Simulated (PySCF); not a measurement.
```
atom    x (Å)    y (Å)    z (Å)
   C   2.3086   0.5100  -0.8264
   C   1.8274  -0.6339   0.0605
   O   0.6106  -1.1867  -0.4082
   C  -0.5268  -0.5352  -0.1679
   C  -0.7681   0.6493   0.5809
   C  -2.1146   0.8909   0.5325
   C  -2.7434  -0.1433  -0.2522
   C  -1.7797  -1.0084  -0.6747
   H   3.2596   0.8847  -0.4584
   H   1.5827   1.3197  -0.8264
   H   2.4364   0.1601  -1.8478
   H   2.5418  -1.4614   0.0314
   H   1.7148  -0.2971   1.0972
   H  -0.0352   1.2425   1.0940
   H  -2.6324   1.7105   0.9953
   H  -3.7963  -0.2020  -0.4543
   H  -1.8926  -1.8877  -1.2772
```

Geometry: GFN2-xTB.

Method: UKS B3LYP, pcH-1 on C H O, non-relativistic, mean-field spin-orbit, GIAO in PySCF 2.14.0, density-fitted response routines.

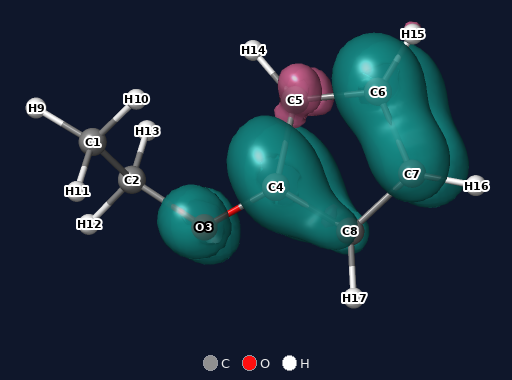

C$_{7}$H$_{9}$O (SMILES CCO[C]1C=CC=C1) (doublet). Isosurfaces of the spin density (α minus β) at +0.02 (teal) and −0.02 e/Å³ (pink), seen across its widest extent.

Q: Where is the unpaired spin?

A: The unpaired spin (1 electron) lies mostly on C4 (about 0.3), C6 (about 0.3), C7 (about 0.2) and O3 (about 0.1), in electrons by Hirshfeld's partition.
